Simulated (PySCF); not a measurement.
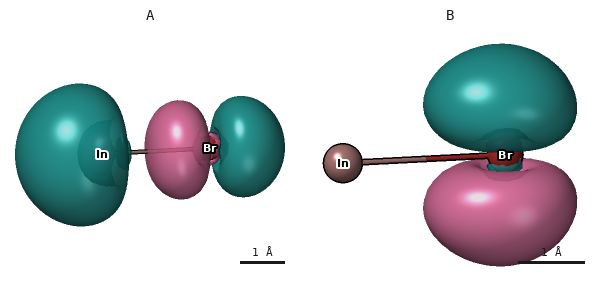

Figure. InBr. Two frontier orbitals, each drawn at the value that holds 80 % of its norm (teal and pink are the two phases), in no order; of a degenerate pair one member is drawn.

Level of theory: PySCF, PBE0/x2c-TZVPPall, spin-free X2C-1e, Gaussian nucleus, at a bond length of 2.568 Å.

Label each orbital by symmetry, say whether it is occupied, and order them by energy.

Answer. Orbital B: π, occupied, −7.74 eV; mainly on Br (90 %).
Orbital A: σ, occupied, −7.07 eV; shared between the atoms (In 55 %, Br 45 %).
